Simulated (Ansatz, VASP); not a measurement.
# Zr (Zirconium): VASP beside Ansatz

One calculation is typed for both programs; each brings its own data sets and cutoff. How far apart do they land?

Method: plane waves, with VASP 6.6.1 beside it; relaxation of cell and atoms at r2SCAN, in Ansatz 0.2.0.

## Step 1: Set-up

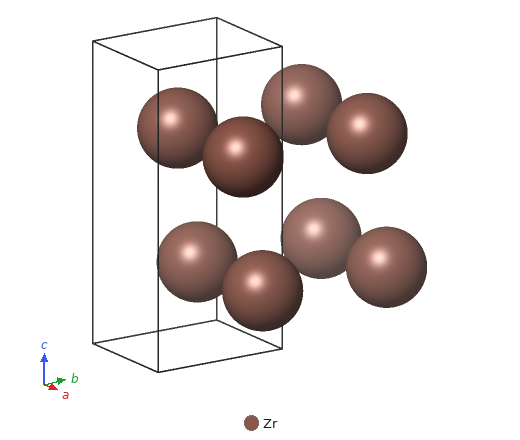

Start, viewed slightly off an axis; zirconium brown. 2×2×1 cells are drawn.

## Step 2: VASP: relaxation of cell and atoms, r2SCAN

The relaxed volume is the usual yardstick between codes: its relative difference is about their pressure difference at one cell divided by the bulk modulus.

Lines of VASP's logs that name or quote its potential files are left out, and so is its time.

The input, INCAR:

```
SYSTEM = Zr
PREC = Accurate
ENCUT = 520
EDIFF = 1E-07
NELM = 100
ISMEAR = 1
SIGMA = 0.15
LREAL = .FALSE.
ALGO = Normal
METAGGA = R2SCAN
LASPH = .TRUE.
NBANDS = 18
LORBIT = 11
LWAVE = .FALSE.
LCHARG = .FALSE.
KPAR = 4
IBRION = 2
NSW = 50
ISIF = 3
EDIFFG = -0.005
```

The input, POSCAR:

```
Zr
1.0
    3.2320000000      0.0000000000      0.0000000000
   -1.6160000000      2.7989941050      0.0000000000
    0.0000000000      0.0000000000      5.1470000000
Zr
2
Direct
    0.6666666667      0.3333333333      0.7500000000
    0.3333333333      0.6666666667      0.2500000000
```

The input, KPOINTS:

```
Automatic mesh
0
Gamma
18 18 10
0 0 0
```

PAW data sets: Zr_sv (PBE family, release 64).

Launch:

```
$ mpirun -np 4 vasp_std
```

Numbers of over 12 decimals in the logs are rounded to 6 here.

The program printed:

```text
[banner, memory and clock lines left out]
running    4 mpi-ranks, on    1 nodes
 distrk:  each k-point on    1 cores,    4 groups
 distr:  one band on    1 cores,    1 groups

 POSCAR found type information on POSCAR Zr
 POSCAR found :  1 types and       2 ions
|                                                                             |
|               ----> ADVICE to this user running VASP <----                  |
|                                                                             |
|     You enforced a specific xc type in the INCAR file but a different       |
|     [... a line on the potential file left out ...]
|     I HOPE YOU KNOW WHAT YOU ARE DOING!                                     |
|                                                                             |

 LDA part: xc-table for (None), standard interpolation
 POSCAR, INCAR and KPOINTS ok, starting setup
 FFT: planning ... GRIDC
 FFT: planning ... GRID_SOFT
 FFT: planning ... GRID
 WAVECAR not read
 entering main loop
       N       E                     dE             d eps       ncg     rms          rms(c)
DAV:   1     0.184659513988E+03    0.18466E+03   -0.13783E+04  8000   0.136E+03
DAV:   2    -0.395844239287E+02   -0.22424E+03   -0.22081E+03  9430   0.393E+02
DAV:   3    -0.584355282758E+02   -0.18851E+02   -0.18657E+02 15250   0.781E+01
DAV:   4    -0.589179622512E+02   -0.48243E+00   -0.48203E+00  9328   0.139E+01
DAV:   5    -0.589327762226E+02   -0.14814E-01   -0.14806E-01 12332   0.166E+00    0.180E+01
DAV:   6    -0.455520447164E+02    0.13381E+02   -0.13143E+01 10248   0.208E+01    0.430E+00
DAV:   7    -0.454753515438E+02    0.76693E-01   -0.31532E-01  9372   0.473E+00    0.141E+00
DAV:   8    -0.454900981812E+02   -0.14747E-01   -0.15821E-01 13090   0.298E+00    0.898E-01
DAV:   9    -0.455020131788E+02   -0.11915E-01   -0.28083E-02 11670   0.140E+00    0.614E-01
DAV:  10    -0.455001090620E+02    0.19041E-02   -0.75562E-03  8612   0.743E-01    0.516E-02
DAV:  11    -0.455001214338E+02   -0.12372E-04   -0.60371E-04 12312   0.168E-01    0.359E-02
DAV:  12    -0.455001241495E+02   -0.27157E-05   -0.30026E-05  9984   0.485E-02    0.114E-02
DAV:  13    -0.455001246642E+02   -0.51465E-06   -0.12372E-06 13056   0.732E-03    0.396E-03
DAV:  14    -0.455001253762E+02   -0.71204E-06   -0.43742E-07  8700   0.602E-03    0.366E-04
DAV:  15    -0.455001257103E+02   -0.33409E-06   -0.38496E-08  4818   0.179E-03    0.507E-04
DAV:  16    -0.455001256188E+02    0.91466E-07   -0.97407E-09  4618   0.972E-04
   1 F= -.45500126E+02 E0= -.45500641E+02  d E =-.455001E+02
[...]
2 F= -.45500149E+02 E0= -.45500816E+02  d E =-.229577E-04
[...]
3 F= -.45501469E+02 E0= -.45502065E+02  d E =-.134331E-02
[...]
4 F= -.45501469E+02 E0= -.45502063E+02  d E =-.134298E-02
[...]
5 F= -.45501505E+02 E0= -.45502087E+02  d E =-.368701E-04
 trial-energy change:   -0.000037  1 .order   -0.000037   -0.000054   -0.000019
 step:   1.3798(harm=  1.3798)  dis= 0.00000  next Energy=   -45.501510 (dE=-0.416E-04)
 bond charge predicted
       N       E                     dE             d eps       ncg     rms          rms(c)
DAV:   1    -0.455015535474E+02   -0.48059E-04   -0.32784E-03  8008   0.502E-01    0.396E-02
DAV:   2    -0.455015147267E+02    0.38821E-04   -0.10732E-04  8688   0.726E-02    0.193E-02
DAV:   3    -0.455015100428E+02    0.46839E-05   -0.24521E-05  9962   0.393E-02    0.321E-03
DAV:   4    -0.455015106836E+02   -0.64081E-06   -0.53532E-07  9820   0.634E-03    0.207E-03
DAV:   5    -0.455015108549E+02   -0.17132E-06   -0.95548E-08  5108   0.273E-03    0.266E-04
DAV:   6    -0.455015108480E+02    0.69463E-08   -0.80744E-09  4304   0.814E-04
   6 F= -.45501511E+02 E0= -.45502086E+02  d E =-.422466E-04
 curvature:  -0.69 expect dE=-0.624E-06 dE for cont linesearch -0.407E-08
 trial: gam= 0.00314 g(F)=  0.576E-46 g(S)=  0.906E-06 ort = 0.597E-06 (trialstep = 0.995E+00)
 search vector abs. value=  0.910E-06
 reached required accuracy - stopping structural energy minimisation
```

OUTCAR, selected parts (step 2):

```text
ion  position               nearest neighbor table
   1  0.667  0.333  0.750-   2 3.18   2 3.18   2 3.18   2 3.18   2 3.18   2 3.18
   2  0.333  0.667  0.250-   1 3.18   1 3.18   1 3.18   1 3.18   1 3.18   1 3.18

  LATTYP: Found a hexagonal cell.
 ALAT       =     3.2320000000
 C/A-ratio  =     1.5925123762

 Subroutine GETGRP returns: Found 24 space group operations
 (whereof 12 operations were pure point group operations)

The static configuration has the point symmetry D_3d.
 The point group associated with its full space group is D_6h.

 Found    222 irreducible k-points:

   k-points           NKPTS =    222   k-points in BZ     NKDIM =    222   number of bands    NBANDS=     18

   dimension x,y,z NGX =    24 NGY =   24 NGZ =   40
   dimension x,y,z NGXF=    48 NGYF=   48 NGZF=   80

   ENCUT  =  520.0 eV  38.22 Ry    6.18 a.u.   6.01  6.01  9.57*2*pi/ulx,y,z

   NELECT =      24.0000    total number of electrons

 k-points in reciprocal lattice and weights: Automatic mesh
   0.00000000  0.00000000  0.00000000       0.000
   0.05555556  0.00000000  0.00000000       0.002
   0.11111111  0.00000000  0.00000000       0.002
   0.16666667  0.00000000  0.00000000       0.002
   0.22222222  0.00000000  0.00000000       0.002
   0.27777778  0.00000000  0.00000000       0.002
   0.33333333  0.00000000  0.00000000       0.002
   0.38888889  0.00000000  0.00000000       0.002
   0.44444444  0.00000000  0.00000000       0.002
[...]
0.33333333  0.27777778  0.50000000       0.004
   0.33333333  0.33333333  0.50000000       0.001

 average (electrostatic) potential at core
       1 -79.9770       2 -79.9770

 E-fermi :   8.9498

 k-point     1 :       0.0000    0.0000    0.0000
  band No.  band energies     occupation
    ...
      6     -18.4555      2.00000
      7     -18.4507      2.00000
      8     -18.4507      2.00000
      9       2.9403      2.00000
     10       5.7620      2.00000
     11       9.9050     -0.00000
     12       9.9050     -0.00000
     13       9.9545     -0.00000
     14      10.0969     -0.00000
     15      10.6489     -0.00000
    ...

 k-point     2 :       0.0556    0.0000    0.0000
  band No.  band energies     occupation
    ...
      6     -18.4729      2.00000
      7     -18.4596      2.00000
      8     -18.4533      2.00000
      9       3.0303      2.00000
     10       5.8428      2.00000
     11       9.6400     -0.00000
     12       9.7860     -0.00000
     13       9.9874     -0.00000
     14      10.3057     -0.00000
     15      10.5697     -0.00000
    ...

 k-point     3 :       0.1111    0.0000    0.0000
  band No.  band energies     occupation
    ...
      6     -18.5361      2.00000
      7     -18.4722      2.00000
      8     -18.4613      2.00000
      9       3.2929      2.00000
     10       6.0706      2.00000
     11       9.2382     -0.02037
     12       9.3507     -0.00103
     13      10.2322     -0.00000
     14      10.3307     -0.00000
     15      10.6125     -0.00000
    ...

  Total        0.0037955      0.0037955      0.0029563      0.0000000     -0.0000000      0.0000000
  in kB        0.1293659      0.1293659      0.1007611      0.0000000     -0.0000000      0.0000000
  external PRESSURE =       0.1198310 kB  Pullay stress =       0.0000000 kB

  energy-cutoff  :      520.00
  volume of cell :       47.01
      direct lattice vectors                 reciprocal lattice vectors
     3.245482518  0.000000000  0.000000000     0.308120594  0.177893508 -0.000000000
    -1.622741259  2.810670308  0.000000000     0.000000000  0.355787015 -0.000000000
     0.000000000  0.000000000  5.153120525     0.000000000 -0.000000000  0.194057173

 POSITION                                       TOTAL-FORCE (eV/Angst)
 -----------------------------------------------------------------------------------
      1.62274      0.93689      3.86484         0.000000     -0.000000      0.000000
     -0.00000      1.87378      1.28828        -0.000000      0.000000      0.000000
 -----------------------------------------------------------------------------------
    total drift:                               -0.000000      0.000000     -0.000000

  FREE ENERGIE OF THE ION-ELECTRON SYSTEM (eV)
  ---------------------------------------------------
  free  energy   TOTEN  =       -45.5015108480 eV

  energy  without entropy=      -45.5032369756  energy(sigma->0) =      -45.50208622

 reached required accuracy - stopping structural energy minimisation

 total charge
# of ion       s       p       d       tot
------------------------------------------
    1        2.225   5.968   1.570   9.763
    2        2.225   5.968   1.570   9.763
--------------------------------------------------
tot          4.450  11.936   3.141  19.527

[... 3 further parts left out ...]
```

CONTCAR:

```
Zr
   1.00000000000000
     3.2454825177473468    0.0000000000000000    0.0000000000000000
    -1.6227412588736734    2.8106703078757844    0.0000000000000000
     0.0000000000000000    0.0000000000000000    5.1531205254337342
  Zr
     2
Direct
     0.6666666667000030    0.3333333332999970    0.7500000000000000
     0.3333333332999970    0.6666666667000030    0.2500000000000000
```

## Step 3: Ansatz: relaxation of cell and atoms, r2SCAN

Ansatz runs on its default PAW (the set named soft_2) files.

The same cell, functional, mesh and smearing now go to Ansatz, which takes its cutoff from its data sets.

The input, input.yaml:

```yaml
crystal:
  lattice:
    - [3.232, 0.0, 0.0]
    - [-1.616, 2.798994105, 0.0]
    - [0.0, 0.0, 5.147]
  atoms:
    - { symbol: Zr, position: [0.6666666667, 0.3333333333, 0.75] }
    - { symbol: Zr, position: [0.3333333333, 0.6666666667, 0.25] }
hamiltonian:
  xc: r2scan
  pseudopotentials: { kind: paw }
kpoints:
  mp_grid: { grid: [18, 18, 10] }
scf:
  occupations: { method: methfessel_paxton, width: 0.15 }
relax:
  f_tol: 0.01
  max_steps: 60
  cell: { stress_tol: 0.05 }
output:
  forces: true
  stress: true
  write_density: true
  write_potential: true
  elf: true
  volumetric_format: npy
```

Launch:

```
$ ansatz run input.yaml --threads 4 --pin off --max-ram 9216MiB --backend cpu --events-out ev --progress --plain --runs-dir out
```

The program printed:

```text
Engine: ansatz 0.2.0, aarch64-unknown-linux-gnu
Pseudopotentials: kind: paw
Pseudopotential: Zr, paw, valence charge 12, recommended cutoff 500 eV (meta_gga), Zr.paw.azcp
Functional definition: r2SCAN
  parameter k0 = 0.174
  parameter k1 = 0.065
  parameter a1 = 4.9479
  exchange = r2scan_x(k0 = k0, k1 = k1, a1 = a1)
  correlation = r2scan_c
Crystal: 2 atoms, lattice volume = 46.562 Å³
Basis set: ecut = 500 eV, 1165 PW (Γ), exchange–correlation on 96×96×160 points (64 copies of the dense FFT grid, shifted against one another)
Bands: 16, of which v1, the nominal top of the filled ones, is band 12 counted from 1 (11 counted from 0)
Symmetry: 24 space group operations
Space group: P63/mmc (ITA 194), of the structure as read, at distance tolerance 3.6e-5 Å
k-points: 222 of 3240
Non-local potential: Zr, projectors of the file, l = 0: 3, l = 1: 2, l = 2: 2, l = 3: 2
PAW form: soft (Blöchl's): semilocal exchange-correlation on the pseudo side does not see the compensation charge
PAW frozen core: Zr, regenerated for the run's functional (the file was generated under x = pbe(κ = 0.804, μ = 0.219515), c = pbe(β = 0.066725))
PAW one-centre angular grid: Zr, 590 points (default); XC on 160 Gauss nodes
Initial density: superposition of atomic densities (neutral atoms: chi_scale 0, normalization atom), corrected by the library's trained network
Initial wavefunctions: pseudopotential atomic-orbital guess
Functional: x = r2scan, c = r2scan; τ floored in thin density (d = 2e-4 eV/Å³)
SCF iter   1: F=—  HF=-8389.981599 eV  |F-HF|=—  |Δ(HF+E_count)|=         —  Δρ=7.35e-3  dr2=1.94e-2  dr2_τ=1.02e-2  ethr=1.77e-3  ⟨swp⟩=4.9  Hψ=15107  notcnv=0
preconditioner: auto → Kerker (q_TF=auto, 2.443 Å⁻¹)  [metal: Δε(μ)=0.011 eV  Ē_g=3.400 eV  σ=0.150 eV  W_gap=0.06  n_scr=10 (ndim 8)  ℏωp=15.4 eV  f_vac=0.000  D(μ)=1.64/eV (n_scr^D=10)]
SCF iter   2: F=—  HF=-8390.042729 eV  |F-HF|=—  |Δ(HF+E_count)|=   6.11e-2  S|Δr|=    0.00e0  Δρ=4.93e-3  dr2=8.58e-3  dr2_τ=4.36e-4  ethr=8.09e-5  ⟨swp⟩=2.0  Hψ=8149  notcnv=0
SCF iter   3: F=—  HF=-8390.044042 eV  |F-HF|=—  |Δ(HF+E_count)|=   1.31e-3  S|Δr|=    0.00e0  Δρ=6.10e-4  dr2=1.16e-4  dr2_τ=4.50e-5  ethr=3.57e-5  ⟨swp⟩=2.1  Hψ=5672  notcnv=0
SCF iter   4: F=—  HF=-8390.044179 eV  |F-HF|=—  |Δ(HF+E_count)|=   1.36e-4  S|Δr|=    0.00e0  Δρ=2.16e-4  dr2=1.86e-5  dr2_τ=5.75e-7  ethr=4.85e-7  ⟨swp⟩=2.7  Hψ=6340  notcnv=0
SCF iter   5: F=—  HF=-8390.044185 eV  |F-HF|=—  |Δ(HF+E_count)|=   6.17e-6  S|Δr|=    0.00e0  Δρ=4.91e-5  dr2=9.56e-7  dr2_τ=3.38e-8  ethr=7.75e-8  ⟨swp⟩=2.5  Hψ=5037  notcnv=0
SCF iter   6: F=-8390.044186 eV  HF=-8390.044186 eV  |F-HF|=4.70e-8  |Δ(HF+E_count)|=   1.03e-6  S|Δr|=    0.00e0  Δρ=1.45e-5  dr2=9.03e-8  dr2_τ=2.17e-9  ethr=4.17e-10  ⟨swp⟩=8.1  Hψ=23665  notcnv=0
SCF 1 converged in 6 iterations: F = -8390.044186 eV  dr2 = 9.03e-8
  greatest PAW one-centre occupation: 0.989 electrons in one spin orbital (limit 2), on the Zr atom at site 1 (counted from 0), in its partial waves of l = 0
relax step   1: F+E_penalty+E_count = -8390.04418587 eV  Δ(F+E_penalty+E_count) = +0.000e0 eV  max|allowed force component| = 1.619e-17 eV/Å  Δτ_max = 0.0000 Å  P = +0.927 GPa  Ω = 46.562 Å³  (6 SCF iters, dr2 threshold 1.00e-7 eV, accepted)
[...]
relax step   2: F+E_penalty+E_count = -8390.04318138 eV  Δ(F+E_penalty+E_count) = +1.004e-3 eV  max|allowed force component| = 1.087e-16 eV/Å  Δτ_max = 0.0000 Å  P = -1.074 GPa  Ω = 47.550 Å³  energy of the carried Pulay correction = -5.485e-4 eV  (5 SCF iters, dr2 threshold 2.00e-7 eV, rejected (line search))
[...]
relax step   3: F+E_penalty+E_count = -8390.04529844 eV  Δ(F+E_penalty+E_count) = -1.113e-3 eV  max|allowed force component| = 1.295e-16 eV/Å  Δτ_max = 0.0000 Å  P = +0.006 GPa  Ω = 47.007 Å³  energy of the carried Pulay correction = -2.479e-4 eV  (9 SCF iters, accepted)
[...]
relax step   4: F+E_penalty+E_count = -8390.04554587 eV  Δ(F+E_penalty+E_count) = -2.474e-4 eV  max|allowed force component| = 1.411e-16 eV/Å  Δτ_max = 0.0000 Å  P = +0.008 GPa  Ω = 47.007 Å³  stress off target by 3.78e-2 GPa  SCF on the basis re-selected at this cell (its energy is not comparable with the rows above)  (4 SCF iters)
basis re-selected at this cell: Δ(F+E_penalty+E_count) = -2.474e-4 eV, ΔP = +0.002 GPa vs the last step (what re-selecting the basis moved, of the pressure what is left beyond the Pulay correction that the steps carried, after the strain that the cell walked since its last selection, with what the two solves' SCF thresholds leave and, on support functions, any second-order correction that the steps lacked; it is no m [...]
SCF converged after 4 iterations
Stability not checked: this state was not tested for a lower state beside it, because cold or Methfessel-Paxton smearing, or corrected tetrahedra, fill the levels in a way that the test cannot read (fill_not_monotonic; see scf.lower_state_search)
Free energy (F): -8390.045546 eV
Harris-Foulkes:  -8390.045546 eV  (|F-HF|=0.00e0)
Internal energy: -8390.047212 eV  (E = F + TS)
E sigma→0 (E₀):  -8390.045962 eV
Entropy (-TS):   0.001666 eV (0.833 meV/atom)
Fermi energy:    13.912355 eV
--- Per-component energies (eV) ---
  E_band       = -216.655246
  E_kinetic    = 663.026551
  E_local      = -1257.998079  (includes V_loc(G=0)·N_el)
  E_nonlocal   = 159.870673
  E_hartree    = 388.064337
  E_xc         = -310.194938
  E_vxc        = -420.399858  (∫ρ·V_xc dr)
  E_paw        = -5942.023073  (= ΣΔE_a)
  E_vpaw       = -162.067686  (= ΣTr[D̂ρ^β])
  E_aug_tail   = 0.000017  (compensation charges beyond the density's cutoff)
  E_vtau       = 24.784406  (kinetic-family band-sum trace: ∫τ·v_τ [+ j·A + Jᵃ·Aᵃ] dr)
  E_ewald      = -2090.463217
  E_core_change = -0.329483  (= ΣΔE_core)
  E_smearing   = 0.001666  (= −TS)
  E_closure    = 0.000000  (closes the sum)
  Σ components = -8390.045546   (vs F -8390.045546, Δ=0.00e0)
--- Forces (eV/Å), atoms counted from 1 ---
  atom   1  Zr     0.00000000     0.00000000     0.00000000
  atom   2  Zr     0.00000000    -0.00000000     0.00000000
  max |Σ_I F_I| component: 9.25e-18 eV/Å
--- Stress (GPa, compression-positive) ---
        0.030551       0.000000       0.000000
       -0.000000       0.030551      -0.000000
        0.000000      -0.000000      -0.037751
  P = ⅓ Tr σ = 0.0078 GPa (0.078 kbar)
--- Band table (eV; the first three rows and the last of 222) ---
  k-point 0: bands = [... 8 lower, 7.9163, 10.7272, 14.8659, 14.8659, 14.9224, 15.0490, 15.6075, 15.6075]
  k-point 1: bands = [... 8 lower, 8.0039, 10.7206, 14.7661, 14.8188, 14.8188, 14.9752, 15.5388, 15.5388]
  k-point 2: bands = [... 8 lower, 8.2595, 10.6758, 14.3974, 14.7314, 14.7314, 14.7695, 15.3636, 15.3636]
  k-point 221: bands = [... 8 lower, 12.4612, 12.4612, 12.5268, 12.5268, 13.7606, 13.7606, 16.1407, 16.1407]
--- Relaxed structure (3 steps of the walk, 2 accepted, 1 SCFs on fresh bases) ---
  F+E_penalty+E_count = -8390.04554587 eV   max|allowed force component| = 1.411e-16 eV/Å   (the final SCF, on the basis selected at the relaxed cell)
  cell:  # Å, volume = 47.0072 Å³
    - [3.244705, 0.0, 0]
    - [-1.622353, 2.809997, 0]
    - [0, 0, 5.155643]
  atoms:
    - { symbol: Zr, position: [0.666667, 0.333333, 0.75] }
    - { symbol: Zr, position: [0.333333, 0.666667, 0.250000] }
```

Run time: 22 s. Hardware: 4 threads of Arm Neoverse V1, shared host; peak memory 0.6 GiB.

## Step 4: Side by side

Known differences besides the PAW data sets themselves: VASP keeps PBE cores, Ansatz makes them for the functional; both relaxations stop at a tolerance, which leaves soft axes loose, and VASP keeps its plane-wave basis; the cutoff is 500 eV in Ansatz and 520 eV in VASP; Ansatz adds a Pulay correction to the stress that steers its cell, VASP none. Total energies have different zeros and are not compared.

Both answers:

```tsv
quantity	Ansatz	VASP	difference
volume (Å³)	47.01	47.01	+0.00 %
edge a after relaxation, in the typed setting (Å)	3.245	3.245	-0.02 %
edge c after relaxation, in the typed setting (Å)	5.156	5.153	+0.05 %
```

The walks stopped with 0.01 GPa left in Ansatz and 0.01 GPa in VASP; each walk ends within a tolerance, so the volume difference is uncertain by about these residues over the bulk modulus, most in soft cells.

## Step 5: Outcome

| Quantity | Value |
| --- | --- |
| difference in edge c after relaxation, in the typed setting (relaxation of cell and atoms, r2SCAN) | 0.049 % |

**Reading.** The difference in edge c after relaxation, in the typed setting is 0.049 % (relaxation of cell and atoms, r2SCAN), within the 1.2 % picked in this series as the mark of a large difference, as far as the stopping tolerances let one tell. How closely two codes agree says nothing of how well the functional describes the real material.

[Lines on the potential files, build, host, timing and source positions are cut from VASP's logs without a mark.]

[Logs are printed without paths, hosts, clocks, repeated set-up lines and the standing remarks that a program may print on its own settings, such as how far it seeks lower states.]

[Hosts, paths, dates, database ids (printed as entryN), source tags and the programs' standing remarks are cut or masked in the printed files.]
